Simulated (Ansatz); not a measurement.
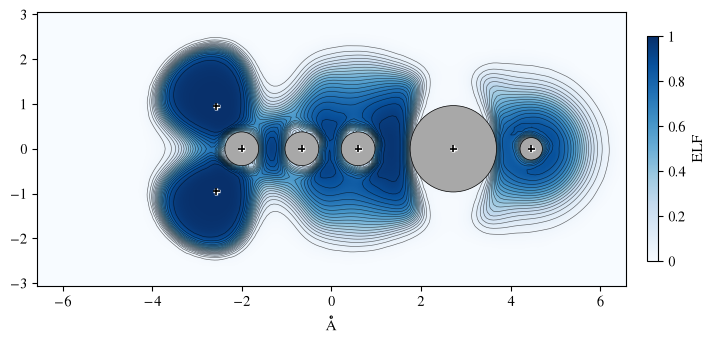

The electron localisation function on a plane through atoms (crosses mark nuclei in the plane; grey discs cover the cores).

Method: isolated molecule in a Gaussian basis; Kohn-Sham density functional theory, functional PBE0 (Ansatz 0.2.0).

Candidates:
A. C₃H₂FMg (SMILES [CH2+]C#[C][Mg][F]) (charge +1)
B. ClGeHO (SMILES [OH][Ge][Cl])
C. BrClHNSi (SMILES N=[Si](Cl)Br) (triplet)

Question: Which candidate gave the map?

Answer: Candidate A: C₃H₂FMg on the molecular plane, which holds C, F, Mg and H. C–C (1.25 Å): the ELF peaks at about 0.90 between the atoms: a short, multiple covalent bond. Mg–F (1.74 Å): the ELF peaks at about 0.85 in the valence shell of F, 0.5 Å from its nucleus, and is about 0.20 at the midpoint; a largely ionic contact.
